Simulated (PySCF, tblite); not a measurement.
Breaking a bond: H3N, SMILES N, singlet. The N1–H4 bond (N1 also carries H, H; H4 carries nothing else) is pulled apart rigidly from the PBE0/def2-TZVP optimised geometry.

```
4

N      0.0000     0.0000     0.0000
H      0.8803    -0.4023    -0.2973
H      0.0000     0.9679    -0.2973
H      0.0000     0.0000     1.0125
```

- GFN2-xTB, 300 K electronic temperature (tblite)
- UCCSD(T) = CCSD(T) on UHF/cc-pVDZ, 1 core orbital frozen (PySCF 2.14.0)
- RKS-wB97X-V = restricted wB97X-V/cc-pVDZ (PySCF)
- UHF/cc-pVDZ (PySCF)

Energies are in kJ/mol, each relative to the lowest point of its own curve near equilibrium.

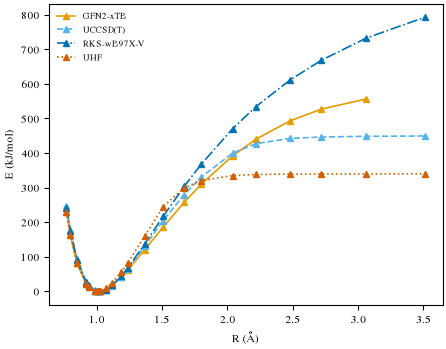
Figure. Energy against bond length for each method.

```csv
R / Å,GFN2-xTB,UCCSD(T),RKS-wB97X-V,UHF
0.77,230.8,247.0,241.8,229.3
0.80,162.0,177.6,173.4,162.2
0.85,82.1,94.2,91.5,82.5
0.92,22.1,28.1,26.8,21.5
0.94,13.0,17.4,16.3,12.1
0.99,1.1,2.3,1.9,0.6
1.01,0.0,0.2,0.0,0.0
1.03,0.5,0.0,0.0,1.2
1.07,5.6,4.2,4.6,8.4
1.12,17.7,16.5,17.4,24.3
1.19,41.8,42.6,44.4,55.9
1.24,62.2,65.4,68.0,82.7
1.37,120.9,131.7,137.9,160.9
1.51,186.1,204.6,217.0,245.1
1.67,257.2,279.9,303.3,299.4
1.80,309.7,330.6,367.5,320.2
2.04,391.7,399.4,470.2,334.9
2.22,440.4,427.3,534.7,338.0
2.48,493.4,442.4,611.5,339.2
2.72,527.2,446.5,668.7,339.3
3.06,556.5,448.4,732.2,339.5
3.51,—,449.4,793.0,339.8
```

At the longest distance, 3.51 Å, RKS-wB97X-V lies highest above its minimum (793.0 kJ/mol) and UHF lowest (339.8 kJ/mol).

A dash means that the run gave no value there, or that the column was ended at a point which the program doubted or which failed a test of continuity chosen for this set; such a test can also cut sound points.

The unrestricted determinant behind UCCSD(T), UHF is spin-contaminated at 1.51 to 3.51 Å (<S²> up to 1.0, against 0.00 for a pure singlet). The restricted form behind RKS-wB97X-V keeps the bonding electrons paired and can't separate into open-shell fragments.
